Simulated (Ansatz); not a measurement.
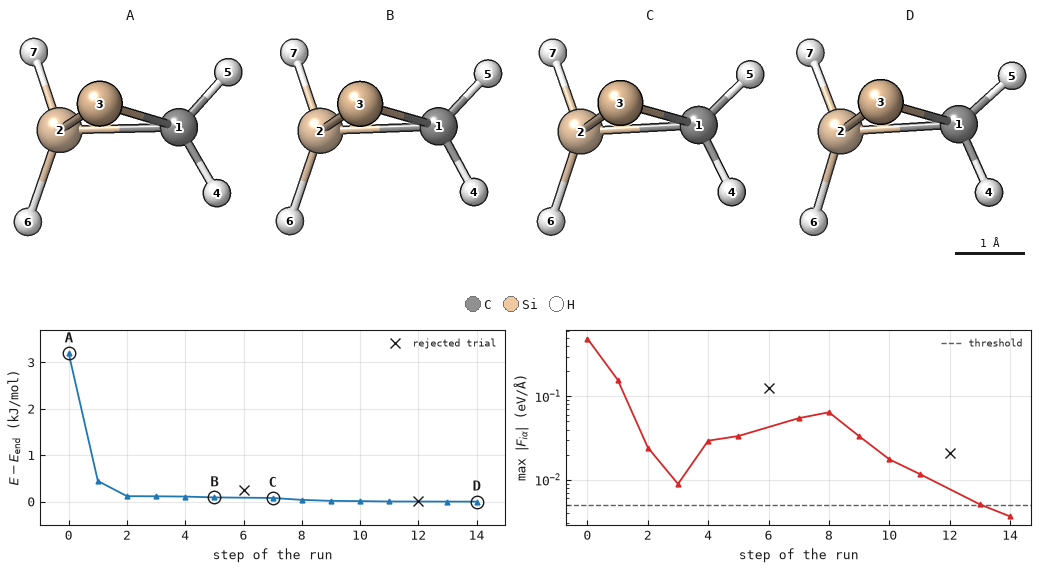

Frames of a relaxation of CH4Si2, marked on the history of the run. A ball-and-stick model, seen at a tilt.

It is one of the separated reactants of a reaction.

These are results of Ansatz, RKS PBE0-D4/def2-TZVP, not measurements.

Input
```yaml
crystal:
  periodic: [false, false, false]
  atoms:
    - {symbol: C, position_ang: [-0.266581, 0.466163, -0.686928]}
    - {symbol: Si, position_ang: [0.256716, 0.896194, 1.074097]}
    - {symbol: Si, position_ang: [1.360947, -0.579626, -0.412390]}
    - {symbol: H, position_ang: [-1.180320, -0.153419, -0.814935]}
    - {symbol: H, position_ang: [-0.234054, 1.215615, -1.504800]}
    - {symbol: H, position_ang: [-0.660185, 0.409411, 2.157909]}
    - {symbol: H, position_ang: [0.770267, 2.288901, 1.295726]}
basis:
  gaussian: {orbitals: def2-TZVP}
hamiltonian: {xc: pbe0, dispersion: d4}
relax: {f_tol: 0.005, max_steps: 200}
```

Launched with:
```bash
ansatz run in.yaml --threads 2 --pin off --events-out ev --progress --plain --max-ram 4352MiB
```

What happens along the run?

Answer. After 12 accepted moves (14 points after the start) the energy has fallen by 3.19 kJ/mol. Largest force component: 0.49 eV/Å at the start, 0.0036 eV/Å at the end. The line search rejected the trial steps at points 6, 12 of the run. The atom that moves furthest after the best rigid fit is H4 (0.12 Å). Largest moves by element: H 0.12 Å, C 0.05 Å, Si 0.05 Å. Among the contacts that change: Si2–Si3 2.368 → 2.332 Å, C1–Si3 1.954 → 1.923 Å, C1–Si2 1.887 → 1.864 Å, C1–H5 1.110 → 1.088 Å. Bond angles that change, for instance: Si2–C1–H4 117.6° → 111.3°, Si3–C1–H4 113.7° → 107.6°, Si2–C1–H5 121.7° → 127.0°. From step 0 to 5: H4 moves most (0.05 Å), energy −3.10 kJ/mol. From step 5 to 7: H atoms move most (0.04 Å), energy −0.01 kJ/mol. From step 7 to 14: H6 moves most (0.04 Å), energy −0.08 kJ/mol.

| step | E − E(0), kJ/mol | largest force component, eV/Å | note |
| --- | --- | --- | --- |
| 0 | 0.00 | 0.4914 |  |
| 1 | -2.75 | 0.1583 |  |
| 2 | -3.07 | 0.0243 |  |
| 3 | -3.08 | 0.0089 |  |
| 4 | -3.08 | 0.0294 |  |
| 5 | -3.10 | 0.0334 |  |
| 6 | -2.94 | 0.1263 | rejected |
| 7 | -3.11 | 0.0547 |  |
| 8 | -3.15 | 0.0643 |  |
| 9 | -3.18 | 0.0332 |  |
| 10 | -3.18 | 0.0176 |  |
| 11 | -3.19 | 0.0117 |  |
| 12 | -3.19 | 0.0209 | rejected |
| 13 | -3.19 | 0.0051 |  |
| 14 | -3.19 | 0.0036 |  |
